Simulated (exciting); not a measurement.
# Core excitons at the O K edge of TaAgO3, part 2 of 2

How far do the exchange and direct terms reshape the O K edge of TaAgO3?

exciting sodium; X-ray absorption, core-level Bethe-Salpeter equation, exchange and statically screened direct term, Tamm-Dancoff, all-electron LAPW+lo LDA.

So far. Step 6 (Exchange alone): Maxima (height): 3.3 eV (0.58), 8.7 eV (0.50), 12.5 eV (0.53), 19.1 eV (0.31) and 20.7 eV (0.39); 1 lower ones aren't listed. The spectrum differs from the independent-particle run by 4 % r.m.s. Step 7 (Direct term alone): Maxima (height): 1.0 eV (1.04), 5.8 eV (0.64), 11.0 eV (0.40) and 18.4 eV (0.28). The spectrum differs from the singlet run by 6 % r.m.s.

## (8) Local-field cutoff

Changed against the first singlet run: cutoff of the kernels (bohr⁻¹) from 3 to 1.5.

The input, input.xml:

```
<input>
  <title>TaAgO3</title>
  <structure speciespath="." autormt="false" epslat="1.0e-5">
    <crystal>
      <basevect>7.5577139697 0.0000000000 0.0000000000</basevect>
      <basevect>0.0000000000 7.5577139697 0.0000000000</basevect>
      <basevect>0.0000000000 0.0000000000 7.5577139697</basevect>
    </crystal>
    <species speciesfile="Ta.xml" rmt="2.125">
      <atom coord="0.0000000000 0.0000000000 0.0000000000"/>
    </species>
    <species speciesfile="Ag.xml" rmt="2.234">
      <atom coord="0.5000000000 0.5000000000 0.5000000000"/>
    </species>
    <species speciesfile="O.xml" rmt="1.541">
      <atom coord="0.5000000000 0.0000000000 0.0000000000"/>
      <atom coord="0.0000000000 0.5000000000 0.0000000000"/>
      <atom coord="0.0000000000 0.0000000000 0.5000000000"/>
    </species>
  </structure>
  <groundstate do="skip" xctype="LDA_PW" ngridk="4 4 4" rgkmax="7" gmaxvr="14" nempty="8" swidth="0.001" maxscl="100" epsengy="1e-5"/>
  <xs xstype="BSE" ngridk="4 4 4" ngridq="4 4 4" vkloff="0.097 0.273 0.493" rgkmax="7" nempty="33" gqmax="1.5" lmaxapwwf="5" lmaxemat="2" broad="0.01654" tevout="true">
    <energywindow intv="18.008 19.625" points="439"/>
    <screening screentype="full" nempty="53"/>
    <BSE xas="true" xasspecies="3" xasatom="1" xasedge="K" bsetype="singlet" nstlxas="1 29"/>
    <qpointset>
      <qpoint>0 0 0</qpoint>
    </qpointset>
    <plan>
      <doonly task="xsgeneigvec"/>
      <doonly task="screen"/>
      <doonly task="scrcoulint"/>
      <doonly task="exccoulint"/>
    </plan>
  </xs>
</input>
```

The input, input.xml for the last start (plan only):

```
  <plan>
    <doonly task="bse"/>
  </plan>
```

Command:

```console
$ OMP_NUM_THREADS=1 mpirun -n 2 exciting
$ OMP_NUM_THREADS=2 exciting
```

Numbers of over 12 decimals in the logs are rounded to 6 here.

Output:

```text
| EXCITING SODIUM started for task xsgeneigvec ( 301)                          =
One-shot GS runs for BSE calculations
One-shot GS runs for k+qmt/2 grids
Info(xsgeneigvec): Generating eigenvectors for Q-point      1
Info(xsgeneigvec): Generation of eigenvectors finished
| EXCITING SODIUM started for task screen ( 430)                               =
Info(screenlauncher): Calculating screening for unshifted q-grid.
Info(screenlauncher): Number of q points:      10
Info(screenlauncher): lowest (partially)  unoccupied state:     33
[...]
Info(setup_bse_block): Setting up RR part of hamiltonian
Info(setup_bse_block): Singlet spin state
Info(bse): Diagonalizing RR Hamiltonian (TDA)
Info(bse): Invoking Lapack routine ZHEEVR
      3712 eigen solutions found in the interval:
         i1=       1 i2=    3712
Info(bse): Writing excition energies and oscillator strengths to text file.
Info(makespectrum_dist): Making spectrum using formula for coupling with time reversed AR basis.
Info(makespectrum_dist): Using formalism for vanishing momentum transfer.
Info(writederived): Writing quantities derived from the macroscopic dielectric function.
Info(bselauncher): Spectrum finished for iqmt=  1
Info(bselauncher): All done for BSE type singlet
```

The job ended after 29 min (2 MPI ranks of Intel Xeon at 2.50GHz (Skylake/Cascade Lake), shared host).

These settings are cheaper. The spectrum differs from the singlet run by 9 % r.m.s. The highest maximum lies at 1.1 eV (0.91), against 1.0 eV (1.00). The kernels miss the short-range part of the Coulomb interaction, its components above their cutoff.

| E (eV) | first run | this run |
| --- | --- | --- |
| -3.0 | 0.02 | 0.02 |
| -2.0 | 0.04 | 0.03 |
| -1.0 | 0.07 | 0.06 |
| 0.0 | 0.24 | 0.20 |
| 1.0 | 0.99 | 0.88 |
| 2.0 | 0.51 | 0.52 |
| 3.0 | 0.25 | 0.26 |
| 4.0 | 0.15 | 0.14 |
| 5.0 | 0.27 | 0.23 |
| 6.0 | 0.62 | 0.57 |
| 7.0 | 0.54 | 0.54 |
| 8.0 | 0.41 | 0.44 |
| 9.0 | 0.24 | 0.26 |
| 10.0 | 0.21 | 0.22 |
| 11.0 | 0.41 | 0.46 |
| 12.0 | 0.25 | 0.28 |
| 13.0 | 0.23 | 0.25 |
| 14.0 | 0.12 | 0.12 |
| 15.0 | 0.11 | 0.11 |
| 16.0 | 0.13 | 0.14 |
| 17.0 | 0.17 | 0.18 |
| 18.0 | 0.28 | 0.29 |
| 19.0 | 0.25 | 0.26 |
| 20.0 | 0.22 | 0.22 |
| 21.0 | 0.13 | 0.13 |
| 22.0 | 0.10 | 0.10 |
| 23.0 | 0.05 | 0.05 |

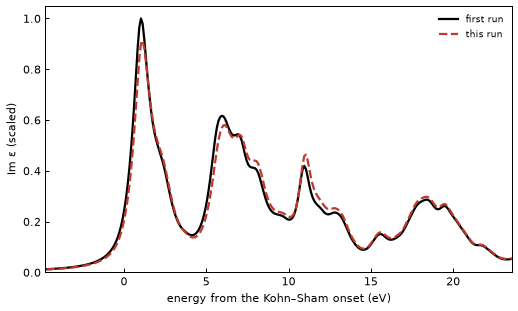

This run beside the first singlet run.

## (9) The levels of theory side by side

| level | curve passes 0.15 (eV) | highest maximum (eV) | its height |
| --- | --- | --- | --- |
| IP | 1.3 | 3.3 | 0.59 |
| RPA | 1.4 | 3.3 | 0.58 |
| direct only | -0.4 | 1.0 | 1.04 |
| singlet | -0.3 | 1.0 | 1.00 |

| E (eV) | IP | RPA | direct only | singlet |
| --- | --- | --- | --- | --- |
| -3.0 | 0.01 | 0.01 | 0.02 | 0.02 |
| -2.0 | 0.01 | 0.01 | 0.04 | 0.04 |
| -1.0 | 0.02 | 0.02 | 0.08 | 0.07 |
| 0.0 | 0.04 | 0.04 | 0.27 | 0.24 |
| 1.0 | 0.10 | 0.10 | 1.04 | 0.99 |
| 2.0 | 0.35 | 0.32 | 0.49 | 0.51 |
| 3.0 | 0.53 | 0.51 | 0.24 | 0.25 |
| 4.0 | 0.39 | 0.40 | 0.15 | 0.15 |
| 5.0 | 0.16 | 0.16 | 0.29 | 0.27 |
| 6.0 | 0.20 | 0.20 | 0.63 | 0.62 |
| 7.0 | 0.37 | 0.36 | 0.53 | 0.54 |
| 8.0 | 0.41 | 0.39 | 0.40 | 0.41 |
| 9.0 | 0.47 | 0.47 | 0.23 | 0.24 |
| 10.0 | 0.27 | 0.27 | 0.21 | 0.21 |
| 11.0 | 0.19 | 0.19 | 0.39 | 0.41 |
| 12.0 | 0.42 | 0.41 | 0.24 | 0.25 |
| 13.0 | 0.45 | 0.47 | 0.23 | 0.23 |
| 14.0 | 0.33 | 0.34 | 0.11 | 0.12 |
| 15.0 | 0.13 | 0.14 | 0.11 | 0.11 |
| 16.0 | 0.17 | 0.17 | 0.13 | 0.13 |
| 17.0 | 0.14 | 0.14 | 0.17 | 0.17 |
| 18.0 | 0.20 | 0.20 | 0.27 | 0.28 |
| 19.0 | 0.30 | 0.30 | 0.24 | 0.25 |
| 20.0 | 0.34 | 0.34 | 0.21 | 0.22 |
| 21.0 | 0.34 | 0.35 | 0.12 | 0.13 |
| 22.0 | 0.20 | 0.21 | 0.09 | 0.10 |
| 23.0 | 0.11 | 0.12 | 0.05 | 0.05 |

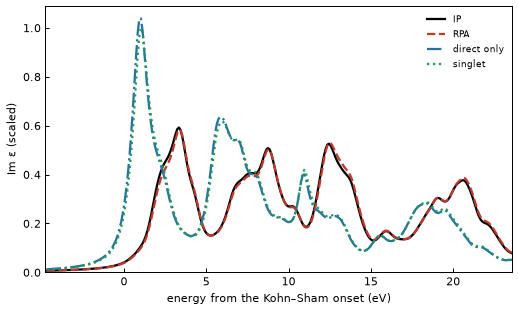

The spectrum at each level.

## (10) Outcome

| Item | Value |
| --- | --- |
| absorber and edge | O K, atom 3 |
| surroundings | 2 Ta at 2.00 Å (linear, site symmetry 4/mmm) |
| first bright state | 0.14 eV from the Kohn–Sham onset, on this mesh |
| highest maximum | 1.0 eV |
| cost of the BSE run | 67 min on 2 MPI ranks of Intel Xeon at 2.50GHz (Skylake/Cascade Lake), shared host; the last task ran on as many threads |

What this shows: Is a core exciton bound? Undecided on this mesh: the first bright state (over 5 % of the brightest) lies at 0.14 eV from the Kohn–Sham onset and at -0.31 eV from the lowest bare transition of its own mesh; weaker or dark states reach down to 0.06 eV. Exchange alone changes the independent-particle spectrum by 4 % r.m.s. Leaving exchange out of the full kernel changes the spectrum by 6 % r.m.s. A mesh of 64 points doesn't converge binding energies, and fine structure above the first lines is partly noise of the mesh. The kernel cutoff is low for a compact core orbital, so the effect of exchange is a lower bound. The zero comes from the unshifted 4×4×4 ground-state mesh; it is exact only where the band minimum lies on that mesh. The Kohn–Sham onset, 502 eV, is no photon energy: the scale needs a rigid shift. Bands and screening come from semilocal DFT, whose small gap overscreens. Vibrations and energy-dependent lifetimes are left out. The structure is a Materials Project entry, computed there, and may be a hypothetical form.

[Banner, clock and machine lines of the logs are left out without a mark of their own.]

[Logs are printed without paths, hosts, clocks, repeated set-up lines and the standing remarks that a program may print on its own settings, such as how far it seeks lower states.]

[Hosts, paths, dates, database ids (printed as entryN), source tags and the programs' standing remarks are cut or masked in the printed files.]
